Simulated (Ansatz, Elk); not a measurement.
**Bonding as seen by X-rays: Ta3TlB**

The structure of Ta3TlB used here is made up (a known structure type with other elements) and was relaxed beforehand with PBEsol. The aim is the Fourier transform of its all-electron density, F(hkl), set beside the sum over free spherical atoms that refinements use.

Main program and level: Elk 11.2.3 (patched build); DFT, PBE, all-electron APW+lo, Dirac cores, scalar-relativistic bands, static density, no spin.

The structure was built from a prototype and need not be the compound's stable phase.

**1. The starting structure**

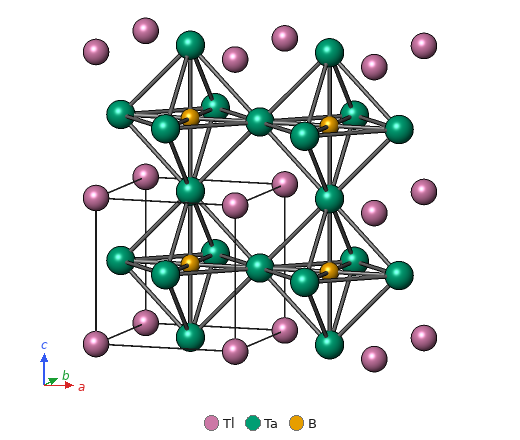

Start, viewed slightly off an axis; thallium pink, tantalum teal, boron orange. 2×1×2 cells are drawn. Some periodic images of atoms are drawn too.

As a file:

```cif
data_structure
_symmetry_space_group_name_H-M 'Pm-3m'
_symmetry_Int_Tables_number 221
_cell_length_a 4.3635
_cell_length_b 4.3635
_cell_length_c 4.3635
_cell_angle_alpha 90.000
_cell_angle_beta 90.000
_cell_angle_gamma 90.000
_cell_volume 83.08
loop_
_atom_site_label
_atom_site_type_symbol
_atom_site_symmetry_multiplicity
_atom_site_Wyckoff_symbol
_atom_site_fract_x
_atom_site_fract_y
_atom_site_fract_z
_atom_site_occupancy
Tl1 Tl 1 a 0.00000 0.00000 0.00000 1
Ta1 Ta 3 c 0.50000 0.50000 0.00000 1
B1 B 1 b 0.50000 0.50000 0.50000 1
```

**2. Ground state and structure factors**

An all-electron density is needed, since X-rays see the cores too. Task 0 finds the density and task 195 Fourier-transforms it; tshift is off so that phases refer to the origin typed.

File elk.in:

```
tasks
  0
  195

xctype
  20

spinpol
  .false.

rgkmax
  7.0

gmaxvr
  14.0

lmaxo
  7

lmaxapw
  8

swidth
  0.002

tshift
  .false.

ramdisk
  .false.

hmaxvr
  5.5

maxscl
  120

epspot
  1e-06

sppath
  './'

avec
  8.24573239121 0.00000000000 0.00000000000
  0.00000000000 8.24573239121 0.00000000000
  0.00000000000 0.00000000000 8.24573239121

atoms
  3
  'Tl.in'
  1
  -0.0000000000 0.0000000000 0.0000000000   0.000000 0.000000 0.000000
  'Ta.in'
  3
  0.5000000000 0.5000000000 0.0000000000   0.000000 0.000000 0.000000
  -0.0000000000 0.5000000000 0.5000000000   0.000000 0.000000 0.000000
  0.5000000000 -0.0000000000 0.5000000000   0.000000 0.000000 0.000000
  'B.in'
  1
  0.5000000000 0.5000000000 0.5000000000   0.000000 0.000000 0.000000

ngridk
  5 5 5
```

On the command line:

```sh
$ OMP_NUM_THREADS=4 elk
```

Numbers of over 12 decimals in the logs are rounded to 6 here.

Log:

```text
┌─────────────────────────┐
│ Elk code version 11.2.3 │
└─────────────────────────┘

All units are atomic (Hartree, Bohr, etc.)

┌─────────────────────────────────────────────────┐
│ Ground-state run starting from atomic densities │
└─────────────────────────────────────────────────┘

Lattice vectors :
   8.245732391       0.000000000       0.000000000
   0.000000000       8.245732391       0.000000000
   0.000000000       0.000000000       8.245732391

Reciprocal lattice vectors :
  0.7619923870       0.000000000       0.000000000
   0.000000000      0.7619923870       0.000000000
   0.000000000       0.000000000      0.7619923870

Unit cell volume      :    560.6446833
Brillouin zone volume :   0.4424374668

Muffin-tin inner radius fraction :   0.1000000000E-01

Nuclei treated as point charges

Species : 1 (Tl)
 parameters loaded from : Tl.in
 name : thallium
 nuclear charge    :   -81.00000000
 electronic charge :    81.00000000
 atomic mass :    372567.9643
 muffin-tin radius :    2.800000000
 number of radial points in muffin-tin :   1393
 inner part over the whole radius :   0.9893942913E-02
 number on inner part of muffin-tin    :   1000
 approximate nuclear radius :   0.1043008296E-03
 number of mesh points to nuclear radius :    525
 atomic positions (lattice), magnetic fields (Cartesian) :
  1 :   0.00000000  0.00000000  0.00000000    0.00000000  0.00000000  0.00000000

Species : 2 (Ta)
 parameters loaded from : Ta.in
 name : tantalum
 nuclear charge    :   -73.00000000
 electronic charge :    73.00000000
 atomic mass :    329847.8435
 muffin-tin radius :    2.479135945
 number of radial points in muffin-tin :   1393
 inner part over the whole radius :   0.9919304604E-02
 number on inner part of muffin-tin    :    996
 approximate nuclear radius :   0.1005189763E-03
 number of mesh points to nuclear radius :    523
 atomic positions (lattice), magnetic fields (Cartesian) :
  1 :   0.50000000  0.50000000  0.00000000    0.00000000  0.00000000  0.00000000
  2 :   0.00000000  0.50000000  0.50000000    0.00000000  0.00000000  0.00000000
  3 :   0.50000000  0.00000000  0.50000000    0.00000000  0.00000000  0.00000000

Species : 3 (B)
 parameters loaded from : B.in
 name : boron
 nuclear charge    :   -5.000000000
 electronic charge :    5.000000000
 atomic mass :    19707.24742
 muffin-tin radius :    1.593730250
 number of radial points in muffin-tin :    593
 inner part over the whole radius :   0.9858450089E-02
 number on inner part of muffin-tin    :    403
 approximate nuclear radius :   0.4534157419E-04
 number of mesh points to nuclear radius :    162
 atomic positions (lattice), magnetic fields (Cartesian) :
  1 :   0.50000000  0.50000000  0.50000000    0.00000000  0.00000000  0.00000000

Total number of atoms per unit cell :    5
Total muffin-tin volume :    300.3831758
 ratio of muffin-tin to unit cell volume :   0.5357817255

Spin treatment :
 spin-unpolarised

Number of Bravais lattice symmetries :   48
Number of crystal symmetries         :   48
Crystal has inversion symmetry
Real symmetric eigensolver will be used

k-point grid :      5     5     5
k-point offset :    0.000000000       0.000000000       0.000000000
k-point set is reduced with full crystal symmetry group
Total number of k-points :       10

Muffin-tin radius times maximum |G+k| :    7.000000000
 using average radius
Maximum |G+k| for APW functions       :    2.958295284
Maximum (1/2)|G+k|²                   :    4.375755493
Maximum |G| for potential and density :    14.00000000
Constant for pseudocharge density :   10
 order of it for each species :   17  17  17
 order of it for pair densities of each species (exact exchange by exxq0 0: 18) :   14  11   4
Radial integration step length :    1

G-vector grid sizes :     40    40    40
Number of G-vectors :    25821

Maximum angular momentum used for
 APW functions            :    8
 outer part of muffin-tin :    7
 inner part of muffin-tin :    2

Total nuclear charge    :   -305.0000000
[...]
correlation                 :     -18.448485444138
 electron entropic           :    -0.18231288909389E-02
 total energy                :     -67193.596656804

Density of states at Fermi energy :    137.5265186
 (states/Hartree/unit cell)

Estimated indirect band gap :   0.4771784419E-02
 from k-point 6 to k-point 8
Estimated direct band gap   :   0.6578392494E-02
 at k-point 9

Charges :
 core                        :    202.0000000
 valence                     :    103.0000000
 interstitial                :    9.205680293
 muffin-tins (core leakage)
  species : 1 (Tl)
   atom 1                    :    79.53638375     (  0.4074374372E-04)
  species : 2 (Ta)
[...]
species : 3 (B)
[...]
total in muffin-tins        :    295.7943197
 total calculated charge     :    304.9991082
 total charge                :    305.0000000
 error                       :   0.8918302732E-03

RMS change in Kohn-Sham potential (target) :    1.633846420     (  0.1000000000E-05)
Absolute change in total energy (target)   :   0.2972439224     (  0.1000000000E-03)

[... loops 3 to 17 left out ...]

┌──────────────────┐
│ Loop number : 18 │
└──────────────────┘

Energies :
 Fermi                       :     0.422075
 sum of occupied eigenvalues :     -41196.341283737
 electron kinetic            :      76166.044000383
 core electron kinetic       :      74166.199856202
 Coulomb                     :     -142018.70698099
 Coulomb potential           :     -115610.42067975
 nuclear-nuclear             :     -6318.3118998659
 electron-nuclear            :     -155923.06525076
 Hartree                     :      20222.670169640
 Madelung                    :     -84213.496641113
 xc potential                :     -1751.9646043671
 exchange                    :     -1320.5803664912
 correlation                 :     -18.468811808516
 electron entropic           :    -0.11897509289738E-02
 total energy                :     -67191.713348657

Density of states at Fermi energy :    82.65758899
 (states/Hartree/unit cell)

Estimated indirect band gap :   0.3758285213E-02
 from k-point 10 to k-point 2
Estimated direct band gap   :   0.9593103296E-02
 at k-point 5

Charges :
 core                        :    202.0000000
 valence                     :    103.0000000
 interstitial                :    8.961819928
 muffin-tins (core leakage)
  species : 1 (Tl)
[...]
species : 2 (Ta)
[...]
species : 3 (B)
[...]
total in muffin-tins        :    296.0381801
 total calculated charge     :    304.9998184
 total charge                :    305.0000000
 error                       :   0.1816205223E-03

RMS change in Kohn-Sham potential (target) :   0.1414045465E-06 (  0.1000000000E-05)
Absolute change in total energy (target)   :   0.4316390550E-04 (  0.1000000000E-03)

Convergence targets achieved

┌──────────────────┐
│ Loop number : 19 │
└──────────────────┘

Energies :
 Fermi                       :     0.422075
 sum of occupied eigenvalues :     -41196.341277680
 electron kinetic            :      76166.044000503
 core electron kinetic       :      74166.199856839
 Coulomb                     :     -142018.70697915
 Coulomb potential           :     -115610.42067994
 nuclear-nuclear             :     -6318.3118998659
 electron-nuclear            :     -155923.06524655
 Hartree                     :      20222.670167265
 Madelung                    :     -84213.496639184
 xc potential                :     -1751.9645982417
 exchange                    :     -1320.5803664204
 correlation                 :     -18.468811807987
 electron entropic           :    -0.11897505479343E-02
 total energy                :     -67191.713346631

Density of states at Fermi energy :    82.65755668
 (states/Hartree/unit cell)

Estimated indirect band gap :   0.3758285725E-02
 from k-point 10 to k-point 2
Estimated direct band gap   :   0.9593105080E-02
 at k-point 5

Charges :
 core                        :    202.0000000
 valence                     :    103.0000000
 interstitial                :    8.961819993
 muffin-tins (core leakage)
  species : 1 (Tl)
[...]
species : 2 (Ta)
[...]
atom 2                    :    70.77332838     (  0.1845918867E-05)
   atom 3                    :    70.77332838     (  0.1845918867E-05)
  species : 3 (B)
   atom 1                    :    3.699364208     (  0.2962411279E-03)
 total in muffin-tins        :    296.0381800
 total calculated charge     :    304.9998184
 total charge                :    305.0000000
 error                       :   0.1816204892E-03

┌──────────────────────────────┐
│ Self-consistent loop stopped │
└──────────────────────────────┘

Warning : core states of species 3 leak from the muffin-tin :   0.2962411279E-03

Wrote STATE.OUT
```

Wall time 25 s (4 threads of AMD EPYC 7B13 (Zen 3), shared host); peak memory 0.26 GiB; 61 s of CPU time.

SFACRHO.OUT:

```text

h k l indices transformed by vhmat matrix:
   1.000000000       0.000000000       0.000000000    
   0.000000000       1.000000000       0.000000000    
   0.000000000       0.000000000       1.000000000    

      h      k      l  multipl.   |H|            Re(F)            Im(F)           |F|

      0      0      0      1   0.0000000       305.00000      0.29328619E-16   305.00000    
      0      1      0      6  0.76199239       3.6067710      0.75856451E-13   3.6067710    
      0     -1      1     12   1.0776200       11.075905     -0.47617074E-14   11.075905    
      1     -1     -1      8   1.3198095       250.56353      0.68451044E-13   250.56353    
     -2      0      0      6   1.5239848       247.19325      0.13736557E-12   247.19325    
     -1      0     -2     24   1.7038668       4.4013567     -0.95240781E-13   4.4013567    
     -2      1      1     24   1.8664925       8.3636193     -0.12734435E-12   8.3636193    
     -2      2      0     12   2.1552399       220.55819      0.79721864E-14   220.55819    
     -2     -1      2     24   2.2859772       4.0329744     -0.91310315E-13   4.0329744    
      3      0      0      6   2.2859772       3.9391340      0.22703328E-12   3.9391340    
     -3      0     -1     24   2.4096315       7.4970902     -0.18459010E-13   7.4970902    
     -3     -1      1     24   2.5272428       202.63238      0.16157362E-12   202.63238    
      2      2      2      8   2.6396191       201.78579     -0.33777204E-12   201.78579    
      0     -2     -3     24   2.7474026       4.0084186     -0.16608021E-12   4.0084186    
     -2      3      1     48   2.8511144       7.2305761     -0.88572752E-13   7.2305761    
      0      0      4      6   3.0479695       187.52284     -0.20839030E-12   187.52284    
      0      4     -1     24   3.1417751       3.9278307     -0.27096099E-13   3.9278307    
      3      2      2     24   3.1417751       3.9102444      0.19691838E-12   3.9102444
```

Elk indexes on the primitive cell of elk.in and gives |H| = 4π sin θ/λ in inverse bohr. Below, one row stands for each form hkl of the conventional cell (m members, Friedel mates merged), F is for one primitive cell and the density is static (no thermal factor). Free-atom factors are Waasmaier and Kirfel's, and R is Σm||F|−|F'||/Σm|F|.

```
hkl   m  sin θ/λ (Å⁻¹)  abs F, DFT  neutral atoms   diff.
100   6          0.115       3.607          4.091  -0.484
110  12          0.162      11.076         10.749  +0.327
111   8          0.199     250.564        251.518  -0.954
200   6          0.229     247.193        247.797  -0.604
210  24          0.256       4.401          4.307  +0.095
211  24          0.281       8.364          8.364  -0.000
220  12          0.324     220.558        220.810  -0.252
221  24          0.344       4.033          4.036  -0.003
300   6          0.344       3.939          4.036  -0.097
310  24          0.362       7.497          7.526  -0.029
311  24          0.380     202.632        202.667  -0.035
222   8          0.397     201.786        201.895  -0.109
320  24          0.413       4.008          3.913  +0.095
321  48          0.429       7.231          7.149  +0.081
```

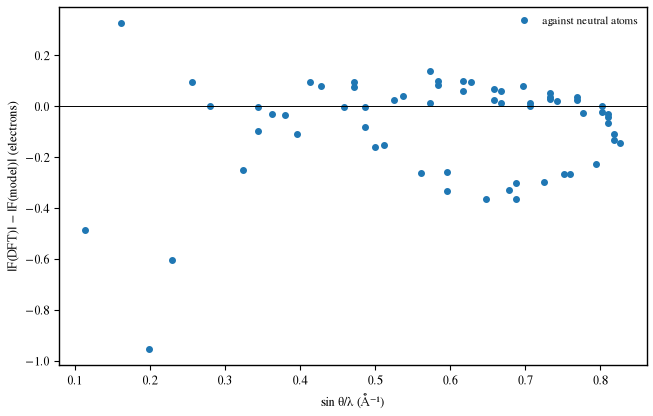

Difference between the calculated structure factors and the independent-atom ones.

**3. The highest occupied states alone**

An energy window below the Fermi level keeps the highest occupied states, to see at which angles they scatter; shallow core shells can lie inside it and anion s states outside. No new self-consistency is needed.

Edit elk.in of step 2 so:

```diff
@@ -1,3 +1,2 @@
 tasks
-  0
   195
@@ -40,2 +39,5 @@
 
+wsfac
+  0.054580 0.722080
+
 sppath
```

On the command line:

```sh
$ OMP_NUM_THREADS=4 elk
```

Log:

```text
┌─────────────────────────────────┐
│ Elk code version 11.2.3 started │
└─────────────────────────────────┘

Info(readinput): the functional depends on the density's gradient
 muffin-tin radial points multiplied by    2.00000
 (not where nrmtscf is given)

┌────────────────────┐
│ Current task : 195 │
└────────────────────┘
Info(checkmt): changed muffin-tin radius of species 2 (Ta) from   2.8000 to   2.4791
Info(checkmt): changed muffin-tin radius of species 3 (B) from   1.8000 to   1.5937

Info(sfacrho): density structure factors written to SFACRHO.OUT

 Energy window :   0.5458000000E-01  0.7220800000

┌──────────────────┐
│ Elk code stopped │
└──────────────────┘
```

Run time: 8.8 s. Hardware: 4 threads; peak memory 0.16 GiB; 12 s of CPU time.

States within 10 eV below the Fermi level hold 20.70 electrons; any levels below the window count with the cores, and a count that is not whole means the window cuts a band. Their amplitudes can exceed the total, where window and core parts have opposite phase:

```
hkl  sin θ/λ (Å⁻¹)  abs F, window  abs F, all
100          0.115          3.171       3.607
110          0.162          0.971      11.076
111          0.199          0.661     250.564
200          0.229          1.396     247.193
210          0.256          0.450       4.401
211          0.281          0.051       8.364
220          0.324          0.223     220.558
221          0.344          0.125       4.033
300          0.344          0.243       3.939
310          0.362          0.029       7.497
```

**4. Another functional**

The difference from free atoms is small, so it is set against the change that LDA (Perdew-Wang) makes.

Edit elk.in of step 3 so:

```diff
@@ -1,2 +1,3 @@
 tasks
+  0
   195
@@ -4,3 +5,3 @@
 xctype
-  20
+  3
 
@@ -39,5 +40,2 @@
 
-wsfac
-  0.054580 0.722080
-
 sppath
```

On the command line:

```sh
$ OMP_NUM_THREADS=4 elk
```

Log:

```text
┌─────────────────────────┐
│ Elk code version 11.2.3 │
└─────────────────────────┘

All units are atomic (Hartree, Bohr, etc.)

┌─────────────────────────────────────────────────┐
│ Ground-state run starting from atomic densities │
└─────────────────────────────────────────────────┘

Lattice vectors :
   8.245732391       0.000000000       0.000000000
   0.000000000       8.245732391       0.000000000
   0.000000000       0.000000000       8.245732391

Reciprocal lattice vectors :
  0.7619923870       0.000000000       0.000000000
[...]
species : 1 (Tl)
[...]
species : 2 (Ta)
[...]
atom 3                    :    70.79918505     ( -0.2719683707E-05)
  species : 3 (B)
   atom 1                    :    3.696644783     (  0.3174980654E-03)
 total in muffin-tins        :    296.1330512
 total calculated charge     :    304.9997697
 total charge                :    305.0000000
 error                       :   0.2302842269E-03

┌──────────────────────────────┐
│ Self-consistent loop stopped │
└──────────────────────────────┘

Warning : core states of species 3 leak from the muffin-tin :   0.3174980654E-03

Wrote STATE.OUT
[key lines of the parts left out:]
total energy                :     -67152.850413957
```

Wall time 13 s (4 threads); peak memory 0.18 GiB.

Against the first run R = 0.02 %; the largest change is -0.049 at 220.

**5. A coarser k-mesh**

About half the k-points along each axis test the sampling.

Edit elk.in of step 4 so:

```diff
@@ -5,3 +5,3 @@
 xctype
-  3
+  20
 
@@ -63,2 +63,2 @@
 ngridk
-  5 5 5
+  2 2 2
```

On the command line:

```sh
$ OMP_NUM_THREADS=4 elk
```

Log:

```text
┌─────────────────────────┐
│ Elk code version 11.2.3 │
└─────────────────────────┘

All units are atomic (Hartree, Bohr, etc.)

┌─────────────────────────────────────────────────┐
│ Ground-state run starting from atomic densities │
└─────────────────────────────────────────────────┘

Lattice vectors :
   8.245732391       0.000000000       0.000000000
   0.000000000       8.245732391       0.000000000
   0.000000000       0.000000000       8.245732391

Reciprocal lattice vectors :
  0.7619923870       0.000000000       0.000000000
[...]
species : 1 (Tl)
[...]
species : 2 (Ta)
[...]
atom 3                    :    70.75100680     (  0.1845419177E-05)
  species : 3 (B)
   atom 1                    :    3.688672184     (  0.2955207654E-03)
 total in muffin-tins        :    295.9697182
 total calculated charge     :    304.9998239
 total charge                :    305.0000000
 error                       :   0.1761199369E-03

┌──────────────────────────────┐
│ Self-consistent loop stopped │
└──────────────────────────────┘

Warning : core states of species 3 leak from the muffin-tin :   0.2955207654E-03

Wrote STATE.OUT
[key lines of the parts left out:]
total energy                :     -67191.675044258
```

Elapsed: 19 s, on 4 threads; peak memory 0.26 GiB.

Against the first run R = 0.02 %; the largest change is -0.093 at 200.

**6. Settings against the effect**

```
              run  R against the first run (%)  R against neutral atoms, low angle (%)  wall time
    PBE, rgkmax 7                         0.00                                    0.52       25 s
LDA (Perdew-Wang)                         0.02                                    0.50       13 s
     k-mesh 2×2×2                         0.02                                    0.60       19 s
```

**7. Results**

* R against neutral atoms, sin θ/λ < 0.3 Å⁻¹: 0.52 %
* R against neutral atoms, 0.3 to 0.83 Å⁻¹: 0.22 %

**Reading.** Independent neutral atoms miss the calculated amplitudes by R = 0.52 % below 0.3 Å⁻¹ and 0.22 % from there to 0.83 Å⁻¹; by shells, 13.43 % below 0.15 Å⁻¹ (1 form), 0.44 % 0.15 to 0.3 (5 forms), 0.12 % 0.3 to 0.45 (8 forms), 0.23 % above 0.45 (49 forms). Bonding, aspherical density and the tables' own atoms all enter these figures, and the runs don't part them. The largest change of an amplitude is -0.95 electrons, at 111. The window's part falls from 20.7 electrons at the origin to at most 0.18 between 0.45 and 0.83 Å⁻¹. Below 0.3 Å⁻¹ the changes that finished (LDA (Perdew-Wang) and k-mesh 2×2×2) move F by R = 0.09 % at most, against the 0.52 % that separates it from free atoms. The basis has no finished test. Spin-orbit coupling is left out, which can matter for elements this heavy. Part of the difference isn't bonding: the tables are fits to free atoms and ions calculated by other methods than this functional. Thermal motion, anomalous dispersion and extinction are left out.

[Logs are printed without paths, hosts, clocks, repeated set-up lines and the standing remarks that a program may print on its own settings, such as how far it seeks lower states.]

[Hosts, paths, dates, database ids (printed as entryN), source tags and the programs' standing remarks are cut or masked in the printed files.]
